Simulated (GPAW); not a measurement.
# A GW chain in GPAW: SrCl2 (2H monolayer)

How does a plane-wave GW calculation on SrCl2 (2H monolayer) run from the first input to the gap?

Main program and level: GPAW 26.7.0; LDA and many-body steps on it, plane waves.

**1. The structure**

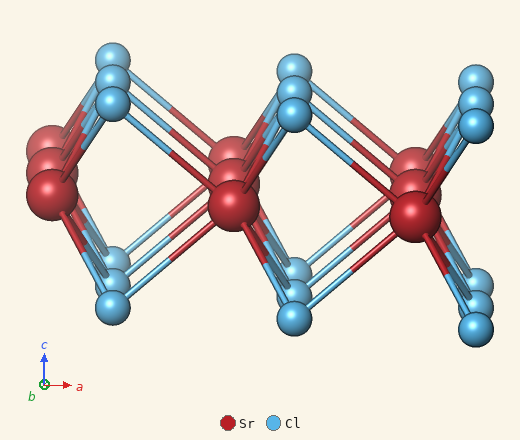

Start, viewed nearly edge on; strontium red, chlorine blue. 3×3×1 cells are drawn.

The cell holds 3 atoms: 1 Sr and 2 Cl. Its edges and angles: a = 3.766 Å, b = 3.766 Å, c = 14.700 Å, α = 90.0°, β = 90.0°, γ = 120.0°. Vacuum lies along c.

The start is a generated structure, not a measured one.

**2. Relaxation**

This step: GPAW 26.7.0; DFT, LDA, plane waves, PAW.

Gaps follow bond lengths, so the structure is brought to rest first.

The input, run.py:

```python
import json
import numpy as np
from gpaw.mpi import world
from ase import Atoms
from ase.constraints import FixSymmetry
from ase.filters import FrechetCellFilter
from ase.optimize import BFGS
from gpaw import GPAW, PW, FermiDirac

atoms = Atoms(['Sr', 'Cl', 'Cl'],
    cell=[[3.7656477900, 0.0000000000, 0.0000000000],
      [-1.8828238950, 3.2611466478, 0.0000000000],
      [0.0000000000, 0.0000000000, 14.7000000000]],
    scaled_positions=[[0.3333333333, 0.6666666667, 0.5000000000],
      [0.6666666667, 0.3333333333, 0.6250576694],
      [0.6666666667, 0.3333333333, 0.3749423306]],
    pbc=(True, True, False))
atoms.set_constraint(FixSymmetry(atoms))
atoms.calc = GPAW(mode=PW(550),
    xc='LDA',
    kpts={'size': (9, 9, 1), 'gamma': True},
    occupations=FermiDirac(0.02),
    convergence={'density': 1e-5},
    txt='relax.txt')
steps = []
opt = BFGS(FrechetCellFilter(atoms, mask=[1, 1, 0, 0, 0, 1]), logfile='bfgs.log')
opt.attach(lambda: steps.append([atoms.get_potential_energy(), atoms.cell[:], atoms.positions.copy(), atoms.get_forces()]))
converged = opt.run(fmax=0.03, steps=50)
res = {'converged': bool(converged), 'steps': steps, 'cell': atoms.cell[:], 'frac': atoms.get_scaled_positions()}

if world.rank == 0:
    with open('result.json', 'w') as f:
        json.dump(res, f, default=lambda x: x.tolist())
```

The run is started by

```sh
mpirun -n 4 gpaw python run.py
```

Numbers of over 12 decimals in the logs are rounded to 6 here.

The log of the run:

```text
Step     Time          Energy          fmax
BFGS:    0       -12.969754        0.677022
BFGS:    1       -12.994744        0.642663
BFGS:    2       -13.265869        0.153325
BFGS:    3       -13.267668        0.120664
BFGS:    4       -13.270458        0.094301
BFGS:    5       -13.272073        0.038501
BFGS:    6       -13.272242        0.006376
```

Run time: 33 s. Hardware: 4 MPI ranks of Arm Neoverse V2, shared host; peak memory 1 GiB; 2.2 min of CPU time.

Relaxation path:

```tsv
step	energy less that of the first step (eV)	largest force (eV/Å)
1	0.0000	0.6770
2	-0.0250	0.6427
3	-0.2961	0.1072
4	-0.2979	0.1189
5	-0.3007	0.0943
6	-0.3023	0.0385
7	-0.3025	0.0064
```

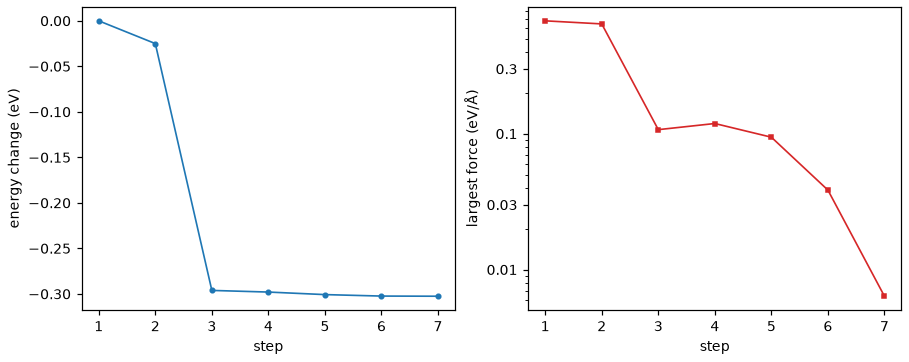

Energy and largest force along the relaxation.

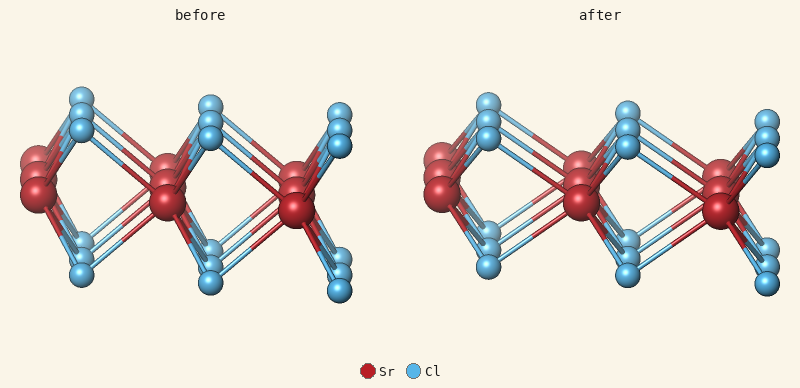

The structure before and after the relaxation, drawn at the same scale.

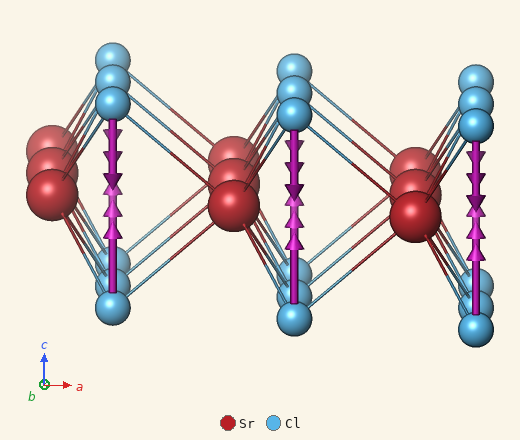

Displacements in the relaxation, exaggerated; the longest in the cell stands for 0.21 Å. 3×3×1 cells are drawn.

The atoms that moved most (Å):

```tsv
atom	dx	dy	dz	length
Cl3	0.000	0.000	0.206	0.206
Cl2	0.000	0.000	-0.206	0.206
```

The relaxed structure:

```cif
data_structure
_symmetry_space_group_name_H-M 'P 1'
_symmetry_Int_Tables_number 1
_cell_length_a 4.0673
_cell_length_b 4.0673
_cell_length_c 14.7000
_cell_angle_alpha 90.000
_cell_angle_beta 90.000
_cell_angle_gamma 120.000
_cell_volume 210.61
loop_
_atom_site_label
_atom_site_type_symbol
_atom_site_fract_x
_atom_site_fract_y
_atom_site_fract_z
_atom_site_occupancy
Sr1 Sr 0.33333 0.66667 0.50000 1
Cl2 Cl 0.66667 0.33333 0.61103 1
Cl3 Cl 0.66667 0.33333 0.38897 1
```

**3. Ground state**

The ground-state density comes first.

The input, run.py:

```python
import json
import numpy as np
from gpaw.mpi import world
from ase import Atoms
from gpaw import GPAW, PW, FermiDirac

atoms = Atoms(['Sr', 'Cl', 'Cl'],
    cell=[[4.0673404654, 0.0000000000, 0.0000000000],
      [-2.0336702327, 3.5224201689, 0.0000000000],
      [0.0000000000, 0.0000000000, 14.7000000000]],
    scaled_positions=[[0.3333333333, 0.6666666667, 0.5000000000],
      [0.6666666667, 0.3333333333, 0.6110307816],
      [0.6666666667, 0.3333333333, 0.3889692184]],
    pbc=(True, True, False))
calc = GPAW(mode=PW(450),
    xc='LDA',
    kpts={'size': (9, 9, 1), 'gamma': True},
    occupations=FermiDirac(0.001),
    nbands=-7,
    convergence={'density': 1e-6, 'bands': -3},
    maxiter=100,
    txt='gs.txt')
atoms.calc = calc
res = {'energy': atoms.get_potential_energy()}
kpts = calc.get_ibz_k_points()
res['kpts'] = kpts
res['eigenvalues'] = [calc.get_eigenvalues(kpt=k) for k in range(len(kpts))]
res['n_electrons'] = calc.get_number_of_electrons()
calc.write('gs.gpw')

if world.rank == 0:
    with open('result.json', 'w') as f:
        json.dump(res, f, default=lambda x: x.tolist())
```

The run is started by

```sh
mpirun -n 4 gpaw python run.py
```

The log of the run:

```text
__  _  _
 | _ |_)|_||  |
 |__||  | ||/\| - 26.7.0

Input parameters:
  mode=PW(ecut=450.000000),
  convergence={'density': 1e-06, 'bands': -3},
  kpts=MonkhorstPack(size=(9, 9, 1), gamma=True),
  maxiter=100,
  nbands=-7,
  occupations=Occupations(name='fermi-dirac', width=0.001, fixmagmom=False),
  xc=XC(name='LDA')
  [... matrices ...]
Diagonalizing LCAO Hamiltonian
Converting LCAO to pw mode

            Cl

        Sr

            Cl

Atoms  # Å, Bohr magnetons
|   | symbol |         x |        y |        z |    initial magnetic moments |
| 0 |     Sr | -0.000000 | 2.348280 | 7.350000 | ( 0.0000,  0.0000,  0.0000) |
| 1 |     Cl |  2.033670 | 1.174140 | 8.982152 | ( 0.0000,  0.0000,  0.0000) |
| 2 |     Cl |  2.033670 | 1.174140 | 5.717848 | ( 0.0000,  0.0000,  0.0000) |

Unit cell  # Å
| periodic |         x |        y |         z |   lengths |     angles |
|      yes |  4.067340 | 0.000000 |  0.000000 |  4.067340 |  90.000000 |
|      yes | -2.033670 | 3.522420 |  0.000000 |  4.067340 |  90.000000 |
|       no |  0.000000 | 0.000000 | 14.700000 | 14.700000 | 120.000000 |

Number of symmetries: 12
Symmetry operations  # r_c * U_cc + t_c -> r_c
|    | kind |            matrix            |
|  0 |  σ   |  1, 1, 0,  0,-1, 0,  0, 0, 1 |
|  1 |  C2  |  1, 1, 0,  0,-1, 0,  0, 0,-1 |
|  2 |  E   |  1, 0, 0,  0, 1, 0,  0, 0, 1 |
|  3 |  σ   |  1, 0, 0,  0, 1, 0,  0, 0,-1 |
|  4 |  C3  |  0, 1, 0, -1,-1, 0,  0, 0, 1 |
|  5 |  S3  |  0, 1, 0, -1,-1, 0,  0, 0,-1 |
|  6 |  σ   |  0,-1, 0, -1, 0, 0,  0, 0, 1 |
|  7 |  C2  |  0,-1, 0, -1, 0, 0,  0, 0,-1 |
|  8 |  σ   | -1, 0, 0,  1, 1, 0,  0, 0, 1 |
|  9 |  C2  | -1, 0, 0,  1, 1, 0,  0, 0,-1 |
| 10 |  C3  | -1,-1, 0,  1, 0, 0,  0, 0, 1 |
| 11 |  S3  | -1,-1, 0,  1, 0, 0,  0, 0,-1 |

BZ-sampling:
  Number of BZ points: 81
  Number of IBZ points: 12

  Monkhorst-Pack size: [9, 9, 1]
  Monkhorst-Pack shift: [0, 0, 0]

K-points  # in reciprocal-cell coordinates
|     |                                coordinates |     weight |
|   0 | (  0.00000000,   0.00000000,   0.00000000) | 0.01234568 |
|   1 | (  0.11111111,   0.00000000,   0.00000000) | 0.07407407 |
|   2 | (  0.22222222,  -0.11111111,   0.00000000) | 0.07407407 |
|   3 | (  0.22222222,   0.00000000,   0.00000000) | 0.07407407 |
|   4 | (  0.33333333,  -0.11111111,   0.00000000) | 0.14814815 |
|   5 | (  0.33333333,   0.00000000,   0.00000000) | 0.07407407 |
|   6 | (  0.33333333,   0.33333333,   0.00000000) | 0.02469136 |
|   7 | (  0.44444444,  -0.22222222,   0.00000000) | 0.07407407 |
|   8 | (  0.44444444,  -0.11111111,   0.00000000) | 0.14814815 |
|   9 | (  0.44444444,   0.00000000,   0.00000000) | 0.07407407 |
| ... |                                            |            |
|  11 | (  0.44444444,   0.44444444,   0.00000000) | 0.07407407 |

Plane wave coefficients: 4593
Cutoff: 450.000000 eV

Spin-components: 1 (collinear spins)
Bands:           19
Projectors:      15
Spin-degeneracy: 2
Datatype:        complex128

  Storage: CPU
  Wave functions: 16_492_608 bytes (4_123_152 per core)
  Projectors: 19_096_704 bytes (4_774_176 per core)
  [... matrices ...]
Parallelization:
  kpt:    4
  domain: 1
  band:   1

Density:
  Valence electrons: 24.0
  Components: 1
  Grid points: [20 20 72]
  Charge: 0.0  # |e|

Potential:
  Grid points: [20 20 72]

species:
  Sr:
    name:    Strontium
    Z:       38.0
    valence: 10
    core:    28
    charge:  0.0  # [|e|]
    compensation charges:
      type: gauss
      rc: 0.40  # [Å]
      lmax: 2
    cutoffs:
      filter: 2.39  # [Å]
      core: 1.85  # [Å]
    projectors
    | kind |    occ | energy [eV] | rcut [Å] |
    |   4s |  2.000 |     -40.901 |    1.291 |
    |   5s |  2.000 |      -3.641 |    1.291 |
    |   4p |  6.000 |     -22.864 |    1.291 |
    |    p |        |       4.348 |    1.291 |
    |    d |        |       0.000 |    1.254 |

    Using partial waves for Sr as LCAO basis

  Cl:
    name:    Chlorine
    Z:       17.0
    valence: 7
    core:    10
    charge:  0.0  # [|e|]
    compensation charges:
      type: gauss
      rc: 0.25  # [Å]
      lmax: 2
    cutoffs:
      filter: 1.40  # [Å]
      core: 1.49  # [Å]
    projectors
    | kind |    occ | energy [eV] | rcut [Å] |
    |   3s |  2.000 |     -20.688 |    0.794 |
    |   3p |  5.000 |      -8.701 |    0.794 |
    |    s |        |       6.523 |    0.794 |
    |    p |        |      18.511 |    0.794 |
    |    d |        |       0.000 |    0.794 |

    Using partial waves for Cl as LCAO basis

Reference energy: -111434.994330  # eV

eigensolver:
  PPCG
  Converge bands: -3
  niter=2

density mixing:
  MSR1-Mixer
  Pratt-step length: 0.05
  Maximum mixing coefficient: 0.75
  Old densities: 10
  SVD Regularization: 0.005
  Good broyden scale: 1.0
  Trust region scale: 1.0
  Backstep threshold: 4.0
  History deletion threshold: 6.0
  Fourier metric: weight=20.0, sigma=0.015

occupation numbers:
  Fermi-Dirac:
    width: 0.0010  # eV

poisson solver:
  ecut: 3600.000000  # eV

xc functional:
  name: None

Initialization done in: 0.662 s

convergence criteria:
- Maximum integral of absolute [dens]ity change: 1e-06 electrons / valence electron
- Maximum [total energy] change in last 3 cyles: 0.0005 eV / valence electron
- Maximum integral of absolute [eigenst]ate change: 4e-08 eV^2 / valence electron
maximum number of iterations: 100

SCF iterations
|iter     |     time |      energy | eigst |  dens |
|iter:   1|  |  -13.499295 | +1.47 |       |
|iter:   2|  |  -13.466001 | +0.28 | -1.24 |
|iter:   3|  |  -13.261901 | -0.53 | -1.28 |
|iter:   4|  |  -13.233870 | -1.26 | -1.68 |
|iter:   5|  |  -13.230854 | -2.33 | -1.99 |
|iter:   6|  |  -13.230589c| -3.17 | -2.35 |
|iter:   7|  |  -13.230591c| -3.87 | -3.20 |
|iter:   8|  |  -13.230589c| -4.41 | -3.84 |
|iter:   9|  |  -13.230589c| -4.89 | -4.47 |
|iter:  10|  |  -13.230589c| -5.26 | -5.20 |
|iter:  11|  |  -13.230589c| -5.56 | -5.64 |
|iter:  12|  |  -13.230589c| -6.05 | -6.41c|
|iter:  13|  |  -13.230589c| -6.51 | -6.96c|
|iter:  14|  |  -13.230589c| -6.90 | -7.49c|
|iter:  15|  |  -13.230589c| -7.23 | -8.23c|
|iter:  16|  |  -13.230589c| -7.69c| -8.61c|

Converged in 16 steps
SCF loop duration: 4.842 s (0.303 s/step)
Energy contributions relative to reference atoms: (reference = -111434.994330)
  [... matrices ...]
Energy contributions:
  Kinetic:          13.889303
  Coulomb:         -12.384548
  Zero:             -0.283308
  External:          0.000000
  Xc:              -14.452037
  Entropy:          -0.000000
  Spinorbit:         0.000000
  ----------------------------
  Free energy:     -13.230589
  Extrapolated:    -13.230589

dipole moment: (-1.160700, 0.670136, 0.000019)  # |e|*Ang

Fermi level: -2.175
Eigenvalues  # (at kpt = [0.000, 0.000, 0.000])
| band index |      eig [eV] | occ [0-2] |
|          0 |       -36.923 |     2.000 |
|        ... |               |           |
|          4 |       -17.276 |     2.000 |
|          5 |       -16.433 |     2.000 |
|          6 |        -6.516 |     2.000 |
|          7 |        -5.298 |     2.000 |
|          8 |        -5.298 |     2.000 |
|          9 |        -5.032 |     2.000 |
|         10 |        -5.032 |     2.000 |
|         11 |        -4.599 |     2.000 |
|         12 |         0.398 |     0.000 |
|         13 |         1.896 |     0.000 |
|         14 |         2.392 |     0.000 |
|         15 |         2.392 |     0.000 |
|         16 |         2.697 |     0.000 |
|         17 |         3.012 |     0.000 |
|         18 |         3.013 |     0.000 |

Gap: 4.805 eV
Transition (v -> c):
  (s=0, k=2, n=11, [0.22, -0.11, 0.00]) -> (s=0, k=9, n=12, [0.44, 0.00, 0.00])
Direct/indirect transitions are different
Direct gap: 4.848 eV
Transition at: (s=0, k=9, n=11, [0.44, 0.00, 0.00])
vacuum-level: 3.798  # V
# Writing to gs.gpw (mode='')
  [... matrices ...]
```

It took 7.1 s on 4 MPI ranks; peak memory 0.73 GiB.

This step gave:

```yaml
total_energy: -13.23 eV
gap: 4.805 eV
k_of_the_valence_top: 0.2222, -0.1111, 0
k_of_the_conduction_bottom: 0.4444, 0, 0
least_direct_gap: 4.848 eV
```

The gap is indirect, with the least direct gap 0.04 eV higher.

**4. Empty states on the mesh, 6×6×1 mesh, 352 bands**

The sums over transitions need many empty states on a uniform mesh; this step solves for them.

The input, run.py:

```python
import json
import numpy as np
from gpaw.mpi import world
from gpaw import GPAW

calc = GPAW('gs.gpw').fixed_density(kpts={'size': (6, 6, 1), 'gamma': True},
    parallel={'domain': 1, 'band': 1},
    txt='nscf.txt')
calc.diagonalize_full_hamiltonian(nbands=352)
calc.write('full.gpw', mode='all')
res = {}
kpts = calc.get_ibz_k_points()
res['kpts'] = kpts
res['eigenvalues'] = [calc.get_eigenvalues(kpt=k) for k in range(len(kpts))]
res['n_electrons'] = calc.get_number_of_electrons()

if world.rank == 0:
    with open('result.json', 'w') as f:
        json.dump(res, f, default=lambda x: x.tolist())
```

The run is started by

```sh
mpirun -n 4 gpaw python run.py
```

The log of the run:

```text
Diagonalizing LCAO Hamiltonian
Converting LCAO to pw mode
convergence criteria:
- Maximum integral of absolute [eigenst]ate change: 4e-08 eV^2 / valence electron
maximum number of iterations: 100

SCF iterations
|iter     |     time |      energy | eigst |  dens |
|iter:   1|  |             | +1.47 |       |
|iter:   2|  |             | +0.29 |       |
|iter:   3|  |             | -0.67 |       |
[...]
|iter:  15|  |             | -6.92 |       |
|iter:  16|  |             | -7.30 |       |
|iter:  17|  |             | -7.41c|       |
SCF steps: 17
  __  _  _
 | _ |_)|_||  |
 |__||  | ||/\| - 26.7.0

Input parameters:
  mode=PW(ecut=450.000000),
  convergence={'density': 1e-06, 'bands': -3},
  gpts=array([20, 20, 72]),
  kpts=MonkhorstPack(size=(6, 6, 1), gamma=True),
  maxiter=100,
  nbands=19,
  occupations=Occupations(name='fermi-dirac', width=0.001, fixmagmom=False),
  parallel={'domain': 1, 'band': 1},
  xc=XC(name='LDA')
Matrix size: 4521x4521
# Writing to full.gpw (mode='all')
  [... matrices ...]

timing:  # [seconds]
  Total: 155.754  # ━━━━━━━━━━━━━━━━━━━━━━━━━━━━━━━━━━━━━━━━━━━━━━━━━━━━━━━━━
```

It took 2.7 min on 4 MPI ranks; peak memory 6.5 GiB; 11 min of CPU time.

This step gave:

```yaml
gap: 4.800 eV
k_of_the_valence_top: 0.3333, -0.1667, 0
k_of_the_conduction_bottom: 0.5, 0.5, 0
least_direct_gap: 4.844 eV
k_points_computed: 7
lowest_point_of_the_top_converged_band_above_the_valence_top: 81.4383 eV
```

On this mesh the gap is 4.800 eV.

(Part 1 of 2 ends here.)

[Paths, hosts, dates, memory and timing lines, banners, echoed tables and standing remarks are left out of the program output.]

[Logs are printed without paths, hosts, clocks, repeated set-up lines and the standing remarks that a program may print on its own settings, such as how far it seeks lower states.]

[Runs of the session that timed out or met a known fault of the program may be left out.]

[Hosts, paths, dates, database ids (printed as entryN), source tags and the programs' standing remarks are cut or masked in the printed files.]
